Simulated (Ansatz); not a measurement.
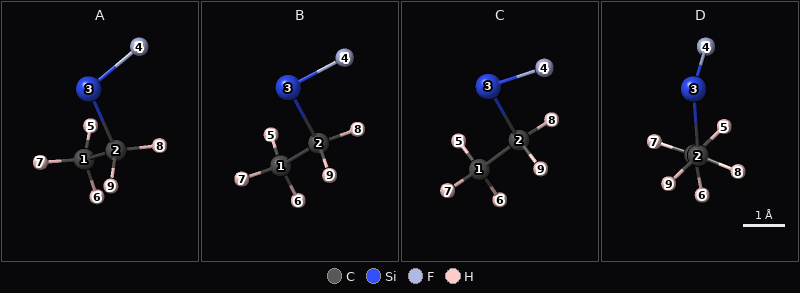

4 geometries from a converged minimum-energy path of C2H5FSi, shuffled. The picture is a ball-and-stick view, seen from a free direction.

Level of theory: Ansatz 0.2.0, RKS PBE0-D4/def2-SVP. Run with 5 movable images; climbing image; force threshold 0.05 eV/Å; iteration limit 60; starting path by image-dependent pair potential.

Question: Which frame is the top of the path?

Answer: A. In order along the path, whose images run from 0 to 6: D (image 0, 0.00 kcal/mol), A (image 3, +1.49 kcal/mol), B (image 5, +0.66 kcal/mol), C (image 6, +0.36 kcal/mol). The motion is a rotation about the C2–Si3 bond by about 160°. No bond forms or breaks between the ends. Bond angles that change up to the highest image, for instance: Si3–C2–H8 102.1° → 110.4°, C1–C2–Si3 119.1° → 110.8°.

The run took of the order of 50 core-seconds on a shared host.
